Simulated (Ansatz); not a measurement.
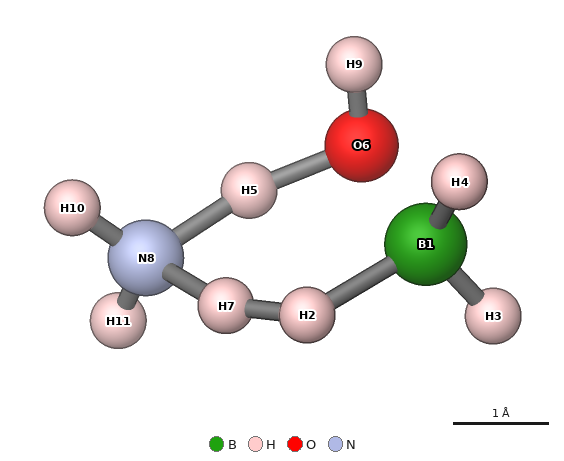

This is the input geometry for a constrained relaxation of BNH₈O. Style: ball-and-stick. Shown at a tilt.

The reaction that was planned forms B1–O6, H5–N8, H2–H7 and breaks B1–H2, H5–O6, H7–N8 (atoms numbered from 1 in input order).

The calculation used Ansatz, RKS PBE0-D4/def2-SVP.

The input:
```yaml
crystal:
  periodic: [false, false, false]
  atoms:
    - {symbol: B, position_ang: [-1.028500, -0.997700, -0.482900]}
    - {symbol: H, position_ang: [-0.266000, 0.041700, -1.273300]}
    - {symbol: H, position_ang: [-0.644800, -2.050300, -0.806100]}
    - {symbol: H, position_ang: [-2.163200, -0.714400, -0.496900]}
    - {symbol: H, position_ang: [0.527000, 0.165500, 0.823000]}
    - {symbol: O, position_ang: [-0.390900, -0.676600, 1.110200]}
    - {symbol: H, position_ang: [0.452800, 0.583700, -0.874500]}
    - {symbol: N, position_ang: [1.248500, 1.035700, 0.106300]}
    - {symbol: H, position_ang: [-1.082400, -0.180000, 1.546200]}
    - {symbol: H, position_ang: [1.131100, 2.005200, 0.348300]}
    - {symbol: H, position_ang: [2.216500, 0.787100, -0.000300]}
basis:
  gaussian: {orbitals: def2-SVP}
hamiltonian: {xc: pbe0, dispersion: d4}
relax: {f_tol: 0.08, max_steps: 120, escape_saddle: false, constraints: [{distance: [0, 5]}, {distance: [4, 7]}, {distance: [1, 6]}, {distance: [0, 1]}, {distance: [4, 5]}, {distance: [6, 7]}]}
```

Where does the constrained relaxation end?

Answer. The largest move after the best rigid fit is that of H7, 0.12 Å. By element the largest moves are H 0.12 Å, B 0.03 Å, N 0.03 Å, O 0.02 Å. Near-neighbour distances that change, for instance: B1–H3 1.166 → 1.208 Å, N8–H10 1.006 → 1.018 Å, O6–H9 0.956 → 0.965 Å. Bond angles that change, for instance: O6–H5–N8 159.3° → 154.1°, H5–N8–H11 114.5° → 116.8°. The optimiser took 3 steps. The run took of the order of 8 core-seconds on a shared host.

Final geometry:

```xyz
11

B    -0.9999   -0.9786   -0.4831
H    -0.3029    0.0719   -1.3180
H    -0.5723   -2.0464   -0.8506
H    -2.1745   -0.6828   -0.5148
H     0.5290    0.1919    0.8980
O    -0.3915   -0.6662    1.1231
H     0.4058    0.5128   -0.7957
N     1.2451    1.0147    0.1225
H    -1.1067   -0.1998    1.5725
H     1.1485    2.0160    0.2791
H     2.2196    0.7665   -0.0331
```

The end point in the same view:

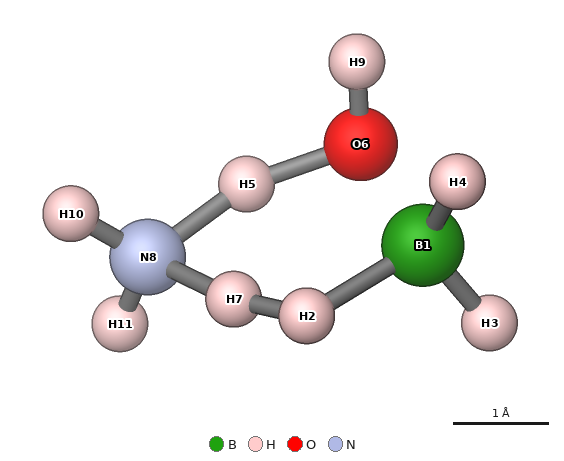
